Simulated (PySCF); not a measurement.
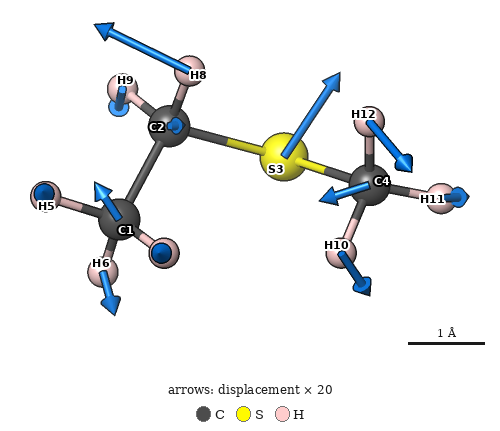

A relaxation of C₃H₈S. The starting structure is drawn; blue arrows show the displacements, magnified 20 times. The two geometries are superimposed by the best rigid fit.

The picture is a ball-and-stick view, seen at a tilt.

The start comes from GFN2-xTB. Its atoms were then displaced at random by about 0.01 Å.

Level of theory: PBE0-D3(BJ)/def2-SVP geometry optimisation, gas phase (PySCF). 

**What happened in the run?**

Over 8 geometry steps the energy falls by 3.71 kcal/mol. An H atom moves most after the best rigid fit: 0.072 Å. Largest moves by element: H 0.072 Å, S 0.069 Å, C 0.036 Å. Some distances before and after: C–H 1.044 → 1.099 Å, C–S 1.843 → 1.804 Å, C–H 1.070 → 1.101 Å, C–H 1.113 → 1.102 Å. Bond angles that change, for instance: S–C–H 108.3° → 112.4°, H–C–H 112.1° → 108.4°, H–C–H 111.4° → 107.8°.
